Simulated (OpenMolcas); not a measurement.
# SiH3O4 (SMILES [O][Si](O)(O)O): levels of theory compared

Aim: a comparison of 6 runs (UHF/STO-3G, UBLYP/6-31G*, UPBE0/6-31G*, USVWN5/6-31G*, UTPSS/6-31G*, UB3LYP/6-31G*) of SiH3O4. 

The calculation is run with OpenMolcas 26.06.

1 further run of the same task is left out (set aside as unsound or not needed).

## (1) The molecule

SiH3O4: 8 atoms, total charge 0, spin state doublet. SMILES: `[O][Si](O)(O)O`. The shape is that of a PBE0-D4/def2-TZVP optimisation. This is one conformer, not always the lowest.

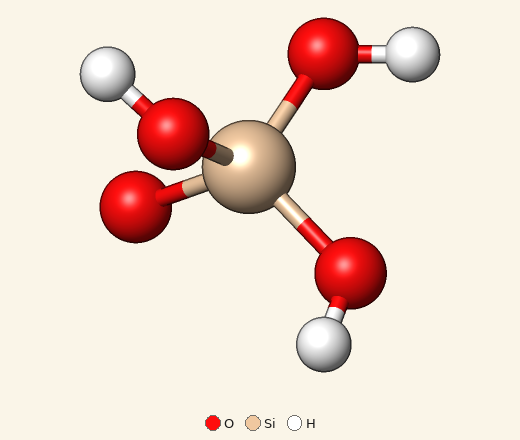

Viewed from a chosen angle; oxygen red, silicon light orange, hydrogen white.

## (2) Energy and gradient at UHF/STO-3G (run 1)

mol.inp reads:

```
&GATEWAY
 BASLIB = $CurrDir
 COORD
 8
 angstrom
 O       -1.417600       0.247800       1.193000
 Si      -0.195800       0.058700       0.091000
 O        1.117100      -0.067300       1.049800
 O       -0.249900       1.339100      -0.902700
 O       -0.266300      -1.263500      -0.849700
 H        1.271400       0.633000       1.686700
 H       -0.094000       1.173100      -1.833800
 H       -0.165000      -2.120800      -0.434300
 BASIS = STO-3G
 GROUP = NoSym

&SEWARD

&SCF
 UHF
 SPIN = 2
 THRESHOLDS = 1e-10 1e-07 1e-07 1e-05
 PRORBITALS = 0

&ALASKA
```

The basis set STO-3G is read from a file made from the Basis Set Exchange's data (not shown).

Started as:

```bash
$ export MOLCAS_MEM=1860
$ pymolcas mol.inp > mol.log
```

Standard output:

```text
--- Start Module: gateway ---
[...]
--- Stop Module: gateway /rc=_RC_ALL_IS_WELL_ ---
[...]
      Basis functions           32
[...]
--- Start Module: scf ---
[...]
       Convergence after  26 Iterations
[...]
::    Total SCF energy                               -582.7580542634
[...]
      Total spin, S                                     0.5017705009
[...]
      Total electronic charge=   49.000000
      Total            charge=   -0.000000
[...]
      Dipole Moment (debye):
      Origin of the operator (angstrom)=   -0.1845    0.0571    0.1032
                   X=  6.6510E-01               Y= -5.0263E-01               Z= -1.9522E-01           Total=  8.5622E-01
      Quadrupole Moment (debye*angstrom):
[...]
 *              Molecular gradients               *
 **************************************************
  Irreducible representation: a
 ------------------------------------------------------------------------------------------
                              X                       Y                       Z
 ------------------------------------------------------------------------------------------
  O1                3.00025587559603E-02   -2.76573394797119E-03   -1.75208931700279E-02
  SI2              -1.76453959339616E-02    5.25525276576229E-03    2.38036963574923E-03
  O3               -1.73065528561924E-02    2.63544495669841E-02    1.59433955877955E-02
  O4                4.56451458919038E-03   -2.41816905649195E-02   -1.81711610861051E-02
  O5                5.44548378532617E-03   -1.35098549730621E-02    2.65105417567728E-02
  H6                4.11595691747402E-03   -2.08645631481601E-02   -1.18717768899010E-02
  H7               -5.28666917320908E-03    1.27549309082967E-02    2.08308126107060E-02
  H8               -3.88989608456985E-03    1.69572093930821E-02   -1.81012884449585E-02
[...]
```

Wall time 1.6 s (1 thread of Intel Xeon 6975P-C (Granite Rapids), shared host); peak memory 0.37 GiB.

## (3) Energy and gradient at UBLYP/6-31G(d) (spherical functions) (run 2)

mol.inp reads:

```
>>> EXPORT MOLCAS_PRINT=2

&GATEWAY
  BASLIB=$CurrDir
  COORD
  8
  angstrom
  O       -1.417600       0.247800       1.193000
  Si      -0.195800       0.058700       0.091000
  O        1.117100      -0.067300       1.049800
  O       -0.249900       1.339100      -0.902700
  O       -0.266300      -1.263500      -0.849700
  H        1.271400       0.633000       1.686700
  H       -0.094000       1.173100      -1.833800
  H       -0.165000      -2.120800      -0.434300
  BASIS=6-31Gs
  GROUP=NoSym

&SEWARD
  GRIDINPUT
  Grid=UltraFine
  End of Grid

&SCF
  UHF
  SPIN=2
  KSDFT=BLYP
  THRESHOLDS=1e-10 1e-07 1e-07 1e-05
  PRORBITALS=1 1

&ALASKA
```

The basis set 6-31G* is read from a file made from the Basis Set Exchange's data (not shown).

Started as:

```bash
$ export MOLCAS_MEM=1860
$ pymolcas mol.inp > mol.log
```

Standard output:

```text
--- Start Module: gateway ---
[...]
--- Stop Module: gateway /rc=_RC_ALL_IS_WELL_ ---
[...]
      Basis functions           80
[...]
--- Start Module: scf ---
[...]
       Convergence after  22 Iterations
[...]
::    Total KS-DFT energy                            -592.1979499356
[...]
      Total spin, S                                     0.5011609453
[...]
      Total electronic charge=   49.000000
      Total            charge=   -0.000000
[...]
      Dipole Moment (debye):
      Origin of the operator (angstrom)=   -0.1845    0.0571    0.1032
                   X=  1.9460E+00               Y= -5.7478E-01               Z= -6.4312E-01           Total=  2.1286E+00
      Quadrupole Moment (debye*angstrom):
[...]
 *              Molecular gradients               *
 **************************************************
  Irreducible representation: a
 ------------------------------------------------------------------------------------------
                              X                       Y                       Z
 ------------------------------------------------------------------------------------------
  O1                3.95802866470163E-03   -1.02955588492559E-03   -6.05437769297801E-03
  SI2               2.15034799611681E-02    1.29591471387643E-03   -9.69540831433646E-03
  O3               -2.04006714785478E-02    1.57372978802055E-02   -4.16676267058058E-03
  O4                1.41863399139663E-03   -2.42298828116461E-02   -9.96139874709812E-04
  O5                5.38852188308070E-04    3.30820881735328E-03    2.30308535419717E-02
  H6               -2.66662962052022E-03   -1.38245567568442E-02   -1.17487207067799E-02
  H7               -2.68081011540122E-03    3.58955622437467E-03    1.76308419872448E-02
  H8               -1.67088359101675E-03    1.51530178178554E-02   -8.00028626977589E-03
[...]
```

Wall time 36 s (1 thread of Intel Xeon 6975P-C (Granite Rapids), shared host); peak memory 0.45 GiB.

## (4) Energy and gradient at UPBE0/6-31G(d) (spherical functions) (run 3)

job.inp reads:

```
* H3O4Si Kohn-Sham DFT

&gateway
  baslib = $CurrDir
  basisset
  O.6-31Gs....
  O1 -1.417600 0.247800 1.193000 angstrom
  O3 1.117100 -0.067300 1.049800 angstrom
  O4 -0.249900 1.339100 -0.902700 angstrom
  O5 -0.266300 -1.263500 -0.849700 angstrom
  End of Basis
  basisset
  Si.6-31Gs....
  Si2 -0.195800 0.058700 0.091000 angstrom
  End of Basis
  basisset
  H.6-31Gs....
  H6 1.271400 0.633000 1.686700 angstrom
  H7 -0.094000 1.173100 -1.833800 angstrom
  H8 -0.165000 -2.120800 -0.434300 angstrom
  End of Basis

&seward
  gridinput
  Grid=UltraFine
  End of Grid

&scf
  uhf
  spin = 2
  ksdft = PBE0
  thresholds = 1e-10 1e-07 1e-07 1e-05
  prorbitals = 0

&alaska
```

The basis set 6-31G* is read from a file made from the Basis Set Exchange's data (not shown).

Started as:

```bash
$ export MOLCAS_MEM=1860
$ pymolcas job.inp > job.log
```

Standard output:

```text
--- Start Module: gateway ---
[...]
--- Stop Module: gateway /rc=_RC_ALL_IS_WELL_ ---
[...]
      Basis functions           80
[...]
--- Start Module: scf ---
[...]
       Convergence after  24 Iterations
[...]
::    Total KS-DFT energy                            -591.8177400333
[...]
      Total spin, S                                     0.5015142804
[...]
      Total electronic charge=   49.000000
      Total            charge=   -0.000000
[...]
      Dipole Moment (debye):
      Origin of the operator (angstrom)=   -0.1845    0.0571    0.1032
                   X=  1.4936E+00               Y= -6.3303E-01               Z= -4.6576E-01           Total=  1.6878E+00
      Quadrupole Moment (debye*angstrom):
[...]
 *              Molecular gradients               *
 **************************************************
  Irreducible representation: a
 ------------------------------------------------------------------------------------------
                              X                       Y                       Z
 ------------------------------------------------------------------------------------------
  O1                5.66328912582037E-03   -1.03297936659930E-03   -5.34912272363997E-03
  O3               -8.02507923913609E-03    5.91239160072909E-03   -2.32335760927604E-03
  O4                1.40464769018189E-03   -1.01242954334175E-02    4.94970926443017E-04
  O5                9.96884247296936E-04    2.69328252294798E-03    9.34901750442840E-03
  SI2               1.98385112546140E-03    3.53069643879038E-04   -8.32491999451165E-04
  H6               -1.47682934388049E-04   -4.43153621680858E-03   -3.30700168169562E-03
  H7               -1.00923380390028E-03    2.21733674379195E-03    5.17157291724413E-03
  H8               -8.66676211229822E-04    4.41273050548041E-03   -3.20358733396198E-03
[...]
```

Wall time 39 s (1 thread of Intel Xeon 6975P-C (Granite Rapids), shared host); peak memory 0.45 GiB.

Runs 4 to 5 aren't shown in full; the table further down has their settings and results.

## (5) Energy and forces at UB3LYP/6-31G(d) (Cartesian functions) (run 6)

run.inp reads:

```
* H3O4Si Kohn-Sham DFT

&GATEWAY
  BasLib = $CurrDir
  Coord
  8
  angstrom
  O       -1.417600       0.247800       1.193000
  Si      -0.195800       0.058700       0.091000
  O        1.117100      -0.067300       1.049800
  O       -0.249900       1.339100      -0.902700
  O       -0.266300      -1.263500      -0.849700
  H        1.271400       0.633000       1.686700
  H       -0.094000       1.173100      -1.833800
  H       -0.165000      -2.120800      -0.434300
  Basis = 6-31Gs
  Group = NoSym

&SEWARD
  GridInput
  Grid=UltraFine
  End of Grid

&SCF
  UHF
  Spin = 2
  KSDFT = B3LYP
  Thresholds = 1e-10 1e-07 1e-07 1e-05
  PrOrbitals = 1 2

&ALASKA
```

The basis set 6-31G* is read from a file made from the Basis Set Exchange's data (not shown).

Started as:

```bash
$ export MOLCAS_MEM=1860
$ pymolcas run.inp > run.log
```

Standard output:

```text
--- Start Module: gateway ---
[...]
--- Stop Module: gateway /rc=_RC_ALL_IS_WELL_ ---
[...]
      Basis functions           85
[...]
--- Start Module: scf ---
[...]
       Convergence after  25 Iterations
[...]
::    Total KS-DFT energy                            -592.2782007106
[...]
      Total spin, S                                     0.5014570113
[...]
      Total electronic charge=   49.000000
      Total            charge=   -0.000000
[...]
      Dipole Moment (debye):
      Origin of the operator (angstrom)=   -0.1845    0.0571    0.1032
                   X=  1.5693E+00               Y= -6.2448E-01               Z= -4.9466E-01           Total=  1.7599E+00
      Quadrupole Moment (debye*angstrom):
[...]
 *              Molecular gradients               *
 **************************************************
  Irreducible representation: a
 ------------------------------------------------------------------------------------------
                              X                       Y                       Z
 ------------------------------------------------------------------------------------------
  O1                5.44054535269467E-03   -9.10523185019496E-04   -5.47084598146164E-03
  SI2               5.59730371258860E-03    2.85733394688754E-04   -2.14930462289670E-03
  O3               -9.88588847240379E-03    7.68828142599531E-03   -2.24632644038891E-03
  O4                1.28987817076709E-03   -1.23533638438467E-02   -3.69109356332942E-04
  O5                1.06031160797326E-03    2.33600670511258E-03    1.15774866037412E-02
  H6               -1.08398110503027E-03   -6.44087601032339E-03   -5.42844716364987E-03
  H7               -1.35589482278431E-03    2.20216764208973E-03    8.10822318163673E-03
  H8               -1.06227444399443E-03    7.19257387146044E-03   -4.02167622073724E-03
[...]
```

Run time: 46 s. Hardware: 1 thread of Intel Xeon 6975P-C (Granite Rapids), shared host; peak memory 0.47 GiB.

## (6) The series

| run | level | integration grid | task | energy (Eh) | dipole moment (D) | HOMO energy (eV) | LUMO energy (eV) | wall time |
| --- | --- | --- | --- | --- | --- | --- | --- | --- |
| 1 | UHF/STO-3G | – | gradient | -582.758054 | 0.86 | -9.12 | 8.94 | 1.6 s |
| 2 | UBLYP/6-31G* (spherical functions) | UltraFine | gradient | -592.197950 | 2.13 | -6.43 | -5.66 | 36 s |
| 3 | UPBE0/6-31G* (spherical functions) | UltraFine | gradient | -591.817740 | 1.69 | -8.70 | -4.26 | 39 s |
| 4 | USVWN5/6-31G* (spherical functions) | UltraFine | gradient | -588.944215 | 2.33 | -6.57 | -6.26 | 22 s |
| 5 | UTPSS/6-31G* (spherical functions) | UltraFine | energy | -592.298199 | 2.00 | -6.83 | -5.53 | 52 s |
| 6 | UB3LYP/6-31G* (Cartesian functions) | UltraFine | gradient | -592.278201 | 1.76 | -8.34 | -4.74 | 46 s |

## (7) Outcome

| quantity | value |
| --- | --- |
| run 6: total energy | -592.27820 Eh |
| run 6: dipole moment | 1.76 D |
| run 6: HOMO energy (highest over α and β) | -8.34 eV |
| run 6: LUMO energy (lowest over α and β) | -4.74 eV |
| run 6: ⟨S²⟩ | 0.753 |
| run 6: largest force on an atom | 0.654 eV/Å |

What this shows: The dipole moment (its size) runs from 0.86 D (UHF/STO-3G) to 2.33 D (USVWN5/6-31G*). The two ends differ in method and basis. Totals of different functionals can't be ranked against each other. In run 1 the basis is minimal, so the values are rough. All runs together took 3.3 min, the longest 52 s.
